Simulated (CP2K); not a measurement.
# C2H4BFO (SMILES C=C(O)BF): PM6

What is the vertical singlet–triplet gap of C2H4BFO at PM6? 

The results are computed with CP2K 2026.2.

2 further runs of the same task are left out: 2 set aside as unsound or not needed.

## Step 1: Starting point

C2H4BFO: 9 atoms, total charge 0, spin state singlet. As SMILES, `C=C(O)BF`. The shape is that of a GFN2-xTB optimisation. This is one conformer, not always the lowest.

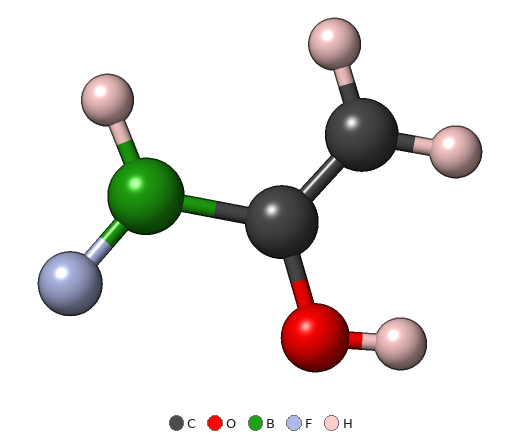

Viewed from a chosen angle; carbon dark grey, oxygen red, boron green, fluorine light blue, hydrogen pink.

## Step 2: A single-point energy at PM6

The input, molecule.pdb:

```
HETATM    1 C    MOL A   1       1.241   0.003  -0.060  1.00  0.00           C
HETATM    2 C    MOL A   1      -0.083  -0.206  -0.103  1.00  0.00           C
HETATM    3 O    MOL A   1      -0.605  -1.341  -0.649  1.00  0.00           O
HETATM    4 B    MOL A   1      -1.101   0.834   0.473  1.00  0.00           B
HETATM    5 F    MOL A   1      -2.389   0.591   0.428  1.00  0.00           F
HETATM    6 H    MOL A   1       1.642   0.897   0.375  1.00  0.00           H
HETATM    7 H    MOL A   1       1.951  -0.712  -0.450  1.00  0.00           H
HETATM    8 H    MOL A   1       0.105  -1.914  -0.971  1.00  0.00           H
HETATM    9 H    MOL A   1      -0.761   1.847   0.956  1.00  0.00           H
END
```

The input, mol.inp:

```
&GLOBAL
  PROJECT_NAME mol
  RUN_TYPE ENERGY
  PRINT_LEVEL MEDIUM
&END GLOBAL
&FORCE_EVAL
  METHOD Quickstep
  &DFT
    &QS
      METHOD PM6
      EPS_DEFAULT 1.0E-10
      &SE
        &COULOMB
          CUTOFF [angstrom] 50
          RC_RANGE [angstrom] 0
        &END COULOMB
        &EXCHANGE
          CUTOFF [angstrom] 50
          RC_RANGE [angstrom] 0
        &END EXCHANGE
      &END SE
    &END QS
    &POISSON
      PERIODIC NONE
      POISSON_SOLVER ANALYTIC
    &END POISSON
    &SCF
      SCF_GUESS ATOMIC
      EPS_SCF 1.0E-07
      MAX_SCF 80
      ADDED_MOS 4
      &DIAGONALIZATION
        ALGORITHM STANDARD
      &END DIAGONALIZATION
      &MIXING
        METHOD DIRECT_P_MIXING
        ALPHA 0.4
      &END MIXING
    &END SCF
    &PRINT
      &MOMENTS
        PERIODIC F
        REFERENCE COM
        MAX_MOMENT 1
      &END MOMENTS
      &MO ON
        ENERGIES T
        OCCUPATION_NUMBERS T
        NDIGITS 6
        &EACH
          QS_SCF 0
        &END EACH
        ADD_LAST NUMERIC
      &END MO
      &HIRSHFELD OFF
      &END HIRSHFELD
    &END PRINT
  &END DFT
  &SUBSYS
    &CELL
      ABC 20.3 19.8 17.9
      PERIODIC NONE
    &END CELL
    &TOPOLOGY
      COORD_FILE_NAME molecule.pdb
      COORD_FILE_FORMAT PDB
      CONN_FILE_FORMAT OFF
      &CENTER_COORDINATES
      &END CENTER_COORDINATES
    &END TOPOLOGY
  &END SUBSYS
&END FORCE_EVAL
```

Run with:

```
$ OMP_NUM_THREADS=1 cp2k.psmp mol.inp > mol.out
```

Standard output:

```text
CP2K| version string:                                       CP2K version 2026.2
[...]
 GLOBAL| Method name                                                        CP2K
[...]
 GLOBAL| Run type                                                         ENERGY
[...]
                             - Atoms:                                          9
[...]
                             - Spherical basis functions:                     24
[...]
 Number of electrons:                                                         28
[...]
     1 P_Mix/Diag. 0.40E+00    0.0     0.80252553       -34.7833120188 -3.48E+01
[...]
    23 DIIS/Diag.  0.56E-07    0.0     0.00000004       -41.0898206652 -6.39E-14
  *** SCF run converged in    23 steps ***
  Core-core repulsion energy [eV]:                           1889.36917658070024
  Core Hamiltonian energy [eV]:                             -1850.69726586412094
  Two-electron integral energy [eV]:                        -2313.56558686795688
  Electronic energy [eV]:                                   -3007.48005929809915
  Total energy [eV]:                                        -1118.11088271739891
  Atomic reference energy [eV]:                              1113.35726471597036
  Heat of formation [kcal/mol]:                              -109.62104398177691
[...]
 SE_DIPOLE| Moment [Debye]         -2.11236172      -0.33142299      -0.06435545
 SE_DIPOLE| Derivative [a.u.]       0.00000000       0.00000000       0.00000000
 ENERGY| Total FORCE_EVAL ( QS ) energy [hartree]            -41.089820665184654
[...]
```

It took 0.24 s on 1 thread of Arm Neoverse V2, shared host.

## Step 3: The triplet at the same level

molecule.pdb is that of step 2.

The input, job.inp:

```
&GLOBAL
 PROJECT job
 RUN_TYPE ENERGY
 PRINT_LEVEL MEDIUM
&END GLOBAL

&FORCE_EVAL
 METHOD Quickstep
 &DFT
  MULTIPLICITY 3
  LSD T
  &QS
   METHOD PM6
   EPS_DEFAULT 1.0E-10
   &SE
    &COULOMB
     CUTOFF [angstrom] 50
     RC_RANGE [angstrom] 0
    &END COULOMB
    &EXCHANGE
     CUTOFF [angstrom] 50
     RC_RANGE [angstrom] 0
    &END EXCHANGE
   &END SE
  &END QS
  &POISSON
   PERIODIC NONE
   POISSON_SOLVER ANALYTIC
  &END POISSON
  ! self-consistent field
  &SCF
   SCF_GUESS ATOMIC
   EPS_SCF 1.0E-07
   MAX_SCF 80
   &DIAGONALIZATION
    ALGORITHM STANDARD
   &END DIAGONALIZATION
   &MIXING
    METHOD DIRECT_P_MIXING
    ALPHA 0.4
   &END MIXING
  &END SCF
  ! extra output
  &PRINT
   &MOMENTS
    PERIODIC F
    REFERENCE COM
    MAX_MOMENT 1
   &END MOMENTS
   &MO ON
    ENERGIES T
    OCCUPATION_NUMBERS T
    NDIGITS 6
    &EACH
     QS_SCF 0
    &END EACH
    ADD_LAST NUMERIC
   &END MO
   &HIRSHFELD OFF
   &END HIRSHFELD
  &END PRINT
 &END DFT
 &SUBSYS
  &CELL
   ABC 20.3 19.8 17.9
   PERIODIC NONE
  &END CELL
  &TOPOLOGY
   COORD_FILE_NAME molecule.pdb
   COORD_FILE_FORMAT PDB
   CONN_FILE_FORMAT OFF
   &CENTER_COORDINATES
   &END CENTER_COORDINATES
  &END TOPOLOGY
 &END SUBSYS
&END FORCE_EVAL
```

Run with:

```
$ OMP_NUM_THREADS=1 cp2k.psmp -i job.inp > job.out 2>&1
```

Standard output:

```text
CP2K| version string:                                       CP2K version 2026.2
[...]
 GLOBAL| Method name                                                        CP2K
[...]
 GLOBAL| Run type                                                         ENERGY
[...]
                             - Atoms:                                          9
[...]
                             - Spherical basis functions:                     24
[...]
 Number of electrons:                                                         15
[...]
     1 P_Mix/Diag. 0.40E+00    0.0     0.39905082       -34.7833120188 -3.48E+01
[...]
    24 DIIS/Diag.  0.79E-07    0.0     0.00000007       -41.0202924177 -2.42E-13
  *** SCF run converged in    24 steps ***
  Core-core repulsion energy [eV]:                           1889.36917658070024
  Core Hamiltonian energy [eV]:                             -1841.89886764893117
  Two-electron integral energy [eV]:                        -2327.37846363551580
  Electronic energy [eV]:                                   -3005.58809946668907
  Total energy [eV]:                                        -1116.21892288598883
  Atomic reference energy [eV]:                              1113.35726471597036
  Heat of formation [kcal/mol]:                               -65.99141033674658
[...]
 SE_DIPOLE| Moment [Debye]         -2.92208576       0.52259938       0.40646441
 SE_DIPOLE| Derivative [a.u.]       0.00000000       0.00000000       0.00000000
 ENERGY| Total FORCE_EVAL ( QS ) energy [hartree]            -41.020292417691493
[...]
```

Wall time 0.24 s (1 thread of Arm Neoverse V2, shared host).

## Step 4: Results

At PM6:

| quantity | value |
| --- | --- |
| singlet: total energy | -41.08982 Eh |
| singlet: dipole moment | 2.14 D |
| singlet: HOMO energy | -9.78 eV |
| singlet: LUMO energy | -0.40 eV |
| singlet: HOMO–LUMO gap | 9.38 eV |
| singlet: heat of formation | -109.6 kcal/mol |
| triplet: total energy | -41.02029 Eh |
| triplet: dipole moment | 3.00 D |
| triplet: HOMO energy (highest over α and β) | -7.92 eV |
| triplet: heat of formation | -66.0 kcal/mol |
| vertical energy of the triplet above the singlet | 1.892 eV |

In words: At this shape the triplet lies 1.89 eV (183 kJ/mol) above the singlet.
